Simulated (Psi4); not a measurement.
# BClF2 (chlorodifluoroborane) at OMP2/aug-cc-pVDZ (density fitting for correlation)

What is the vertical singlet–triplet gap of BClF2 (chlorodifluoroborane) at OMP2/aug-cc-pVDZ (density fitting for correlation)? 

The results are computed with Psi4 1.11.

2 further runs of the same task are left out: 2 set aside as unsound or not needed.

### 1 The structure to begin with

BClF2: 4 atoms, total charge 0, spin state singlet. SMILES: `FB(F)Cl`. The coordinates come from a PBE0-D4/def2-TZVP relaxation.

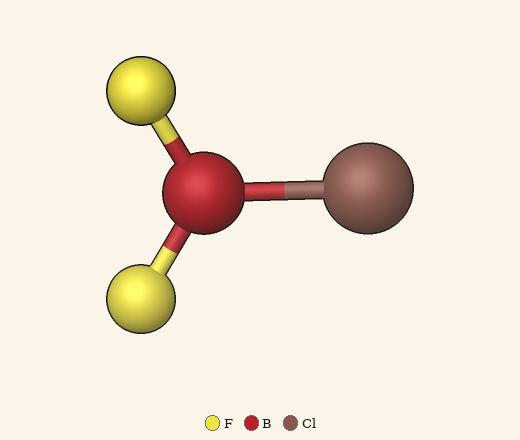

Viewed from a chosen angle; fluorine yellow, boron red, chlorine brown.

### 2 The energy at OMP2/aug-cc-pVDZ (density fitting for correlation)

Contents of run.py:

```python
import numpy as np
from ase.calculators.psi4 import Psi4
from ase import Atoms

atoms = Atoms(['F', 'B', 'F', 'Cl'], positions=[
    [-0.173700, -1.254300, -0.546300],
    [-0.067100, -0.041300, -0.062000],
    [-1.011600, 0.830100, -0.317700],
    [1.307900, 0.405300, 0.905700],
])
calc = Psi4(atoms=atoms, method='omp2', basis='aug-cc-pVDZ', memory='1600MB', num_threads=1, charge=0, multiplicity=1, label='calc')
calc.psi4.set_options({'puream': True, 'e_convergence': 1e-09, 'd_convergence': 1e-08, 'scf_type': 'pk', 'num_frozen_docc': 8})
atoms.calc = calc

print(f'energy: {atoms.get_potential_energy():.6f} eV')
```

Run with:

```bash
$ python run.py
```

calc.dat:

```text
[...]
  Running in c1 symmetry.
[...]
  Nuclear repulsion =  142.136300753478139
[...]
  Multiplicity = 1
[...]
  Nalpha       = 20
  Nbeta        = 20
[...]
    Number of basis functions: 96
[...]
   @RHF iter   1:  -683.19545199346874   -6.79158e-01   4.29724e-03 DIIS/ADIIS
[...]
   @RHF iter  11:  -683.25726000014959   -2.27374e-12   5.92754e-09 DIIS
[...]
    Orbital Energies [Eh]
    ---------------------
    Doubly Occupied:
       1A   -104.862133     2A    -26.354357     3A    -26.354305
       4A    -10.590566     5A     -8.057942     6A     -8.055433
       7A     -8.055073     8A     -7.801634     9A     -1.683895
      10A     -1.652382    11A     -1.146369    12A     -0.851263
      13A     -0.799197    14A     -0.756344    15A     -0.746265
      16A     -0.687795    17A     -0.682004    18A     -0.595468
      19A     -0.506060    20A     -0.496760
[...]
  @RHF Final Energy:  -683.25726000014959
   => Energetics <=
    Nuclear Repulsion Energy =            142.1363007534781389
    One-Electron Energy =               -1229.3166335516675645
    Two-Electron Energy =                 403.9230727980399251
    Total Energy =                       -683.2572600001495857
[...]
 Multipole Moments:
 ------------------------------------------------------------------------------------
     Multipole            Electronic (a.u.)      Nuclear  (a.u.)        Total (a.u.)
 ------------------------------------------------------------------------------------
 L = 1.  Multiply by 2.5417464519 to convert [e a0] to [Debye]
 Dipole X            :         -0.9125087            0.9901965            0.0776878
 Dipole Y            :         -0.2960684            0.3216348            0.0255664
 Dipole Z            :         -0.6420057            0.6969061            0.0549004
 Magnitude           :                                                    0.0985042
[...]
	Warning: cc_lambda option is changed to TRUE
	For this residual convergence, default PCG convergence is:     1.00e-07
[...]
	DF-MP2 Total Energy (a.u.)         :  -683.88460778083243
[...]
	DF-MP2 Total Energy (a.u.)         :  -683.89239023157370
[...]
	DF-OMP2 Total Energy (a.u.)        :  -683.89239023156381
[...]
```

The script printed:

```text
energy: -18609.659830 eV
```

Wall time 27 s (1 thread of Intel Xeon Platinum 8223CL at 3.00GHz (Skylake/Cascade Lake), shared host); peak memory 0.47 GiB.

### 3 The triplet

Contents of bclf2.xyz:

```xyz
4
BClF2
F     -0.173700    -1.254300    -0.546300
B     -0.067100    -0.041300    -0.062000
F     -1.011600     0.830100    -0.317700
Cl     1.307900     0.405300     0.905700
```

Contents of bclf2.py:

```python
import psi4

psi4.set_memory(1600000000)
psi4.set_num_threads(1)
psi4.core.set_output_file('psi4.out', False)

with open('bclf2.xyz') as f:
    atoms = ''.join(f.readlines()[2:])
mol = psi4.geometry('0 3\n' + atoms + 'symmetry c1')

psi4.set_options({
    'basis': 'aug-cc-pVDZ',
    'reference': 'uhf',
    'puream': True,
    'e_convergence': 1e-09,
    'd_convergence': 1e-08,
    'scf_type': 'pk',
    'num_frozen_docc': 8,
    'maxiter': 100,
})

e, wfn = psi4.energy('omp2', molecule=mol, return_wfn=True)
print('E =', round(e, 9))
```

Run with:

```bash
$ python bclf2.py
```

psi4.out:

```text
[...]
  Running in c1 symmetry.
[...]
  Nuclear repulsion =  142.136300753478139
[...]
  Multiplicity = 3
[...]
  Nalpha       = 21
  Nbeta        = 19
[...]
    Number of basis functions: 96
[...]
   @UHF iter   1:  -682.85980134791919   -3.43508e-01   4.86194e-03 ADIIS/DIIS
[...]
   @UHF iter  17:  -682.96394994616173   -7.45786e-11   6.23216e-09 DIIS
[...]
   @S^2 Observed:                2.014916777E+00
[...]
    Orbital Energies [Eh]
    ---------------------
    Alpha Occupied:
       1A   -105.017482     2A    -26.283647     3A    -26.283612
       4A    -10.739153     5A     -8.225593     6A     -8.199658
       7A     -8.199467     8A     -7.673307     9A     -1.617946
      10A     -1.587408    11A     -1.285371    12A     -0.807488
      13A     -0.744861    14A     -0.741233    15A     -0.718267
      16A     -0.674128    17A     -0.654273    18A     -0.623961
      19A     -0.621389    20A     -0.612584    21A     -0.180925
    Alpha Virtual:
      22A      0.031951    23A      0.059825    24A      0.063385
      25A      0.072012    26A      0.109747    27A      0.123355
[...]
  @UHF Final Energy:  -682.96394994616173
   => Energetics <=
    Nuclear Repulsion Energy =            142.1363007534781389
    One-Electron Energy =               -1228.5687459588043566
    Two-Electron Energy =                 403.4684952591645697
    Total Energy =                       -682.9639499461617334
  UHF NO Occupations:
  HONO-2 :   19  A 1.9959546
  HONO-1 :   20  A 1.0000000
[...]
 Multipole Moments:
 ------------------------------------------------------------------------------------
     Multipole            Electronic (a.u.)      Nuclear  (a.u.)        Total (a.u.)
 ------------------------------------------------------------------------------------
 L = 1.  Multiply by 2.5417464519 to convert [e a0] to [Debye]
 Dipole X            :          0.4467181            0.9901965            1.4369146
 Dipole Y            :          0.1455639            0.3216348            0.4671987
 Dipole Z            :          0.3133355            0.6969061            1.0102416
 Magnitude           :                                                    1.8175770
[...]
	Warning: cc_lambda option is changed to TRUE
	For this residual convergence, default PCG convergence is:     1.00e-07
[...]
	DF-SCS-MP2 Total Energy (a.u.)     :  -683.54218415753212
	DF-SOS-MP2 Total Energy (a.u.)     :  -683.52967646835032
[...]
	DF-SCS-OMP2 Total Energy (a.u.)    :  -683.55049174195381
	DF-SOS-OMP2 Total Energy (a.u.)    :  -683.49155035495892
	DF-SCS(N)-OMP2 Total Energy (a.u.) :  -683.25967453858686
[...]
	DF-OMP2 Total Energy (a.u.)        :  -683.57786012617248
[...]
```

On the terminal:

```text
E = -683.577860126
```

Run time: 75 s. Hardware: 1 thread of Intel Xeon Platinum 8223CL at 3.00GHz (Skylake/Cascade Lake), shared host; peak memory 0.45 GiB.

### 4 Outcome

At OMP2/aug-cc-pVDZ (density fitting for correlation), 8 core orbitals frozen:

```
                                                           quantity          value
                                              singlet: total energy  -683.89239 Eh
                       singlet: HOMO energy (Hartree–Fock orbitals)      -13.52 eV
                       singlet: LUMO energy (Hartree–Fock orbitals)        1.28 eV
                     singlet: HOMO–LUMO gap (Hartree–Fock orbitals)       14.79 eV
               singlet: correlation energy (8 core orbitals frozen)     -635.1 mEh
                                              triplet: total energy  -683.57786 Eh
triplet: HOMO energy (Hartree–Fock orbitals) (highest over α and β)       -4.92 eV
 triplet: LUMO energy (Hartree–Fock orbitals) (lowest over α and β)       -3.67 eV
               triplet: correlation energy (8 core orbitals frozen)     -613.9 mEh
                         triplet: ⟨S²⟩ of the reference determinant          2.015
                   vertical energy of the triplet above the singlet       8.559 eV
```

In words: At this shape the triplet lies 8.56 eV (197 kcal/mol) above the singlet.
